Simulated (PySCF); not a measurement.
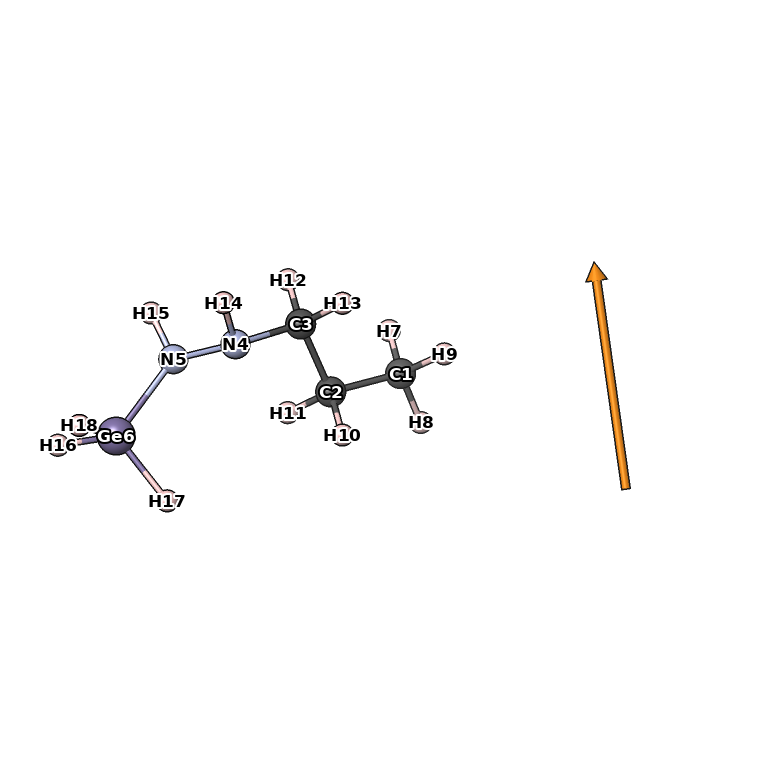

The arrow beside the molecule shows the direction of the dipole moment, from the negative to the positive end (its length means nothing). The computed structure is the end point of a GFN2-xTB optimisation. No frequency run is at hand to confirm it as a minimum. Method: CAM-B3LYP/def2-SVPD, gas phase (PySCF 2.14.0).

How large is the dipole moment?

1.53 D; it points from the side of H17 to the side of H12 (the outermost atoms at the two ends).

The geometry is semi-empirical. Around Ge such bond lengths and angles can be off by a tenth of an ångström or more and by several degrees, and values that hang on the shape move with them.
